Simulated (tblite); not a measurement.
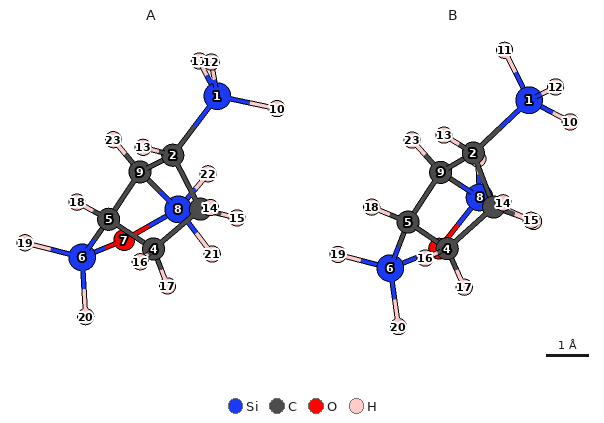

Two geometries of C$_{5}$H$_{14}$OSi$_{3}$, drawn at one scale. One is the start of a relaxation, the other its converged end. A ball-and-stick model, seen from a free direction.

All numbers below come from tblite 0.8.0, GFN2-xTB geometry optimisation, gas phase. 

### Which geometry has the lower energy?

Structure B is the relaxed one. After 127 geometry steps the energy has fallen by 31.4 kcal/mol. The atom that moves furthest after the best rigid fit is an H atom (1.20 Å). By element the largest moves are H 1.20 Å, O 0.44 Å, C 0.39 Å, Si 0.34 Å. Near-neighbour distances that change, for instance: C–Si 2.889 → 3.448 Å, C–Si 1.812 → 1.897 Å, O–Si 1.725 → 1.640 Å, C–Si 1.838 → 1.908 Å. Among the angles between lasting bonds that change: Si–O–Si 101.1° → 119.9°, C–Si–O 105.8° → 98.6°, C–C–Si 99.9° → 106.7°. Groups turn about C–Si by about 45°, O–Si by about 30°, C–Si by about 25°. Cost: 5.3 s on 1 thread of Intel(R) Xeon(R) Processor @ 2.50GHz (shared host).
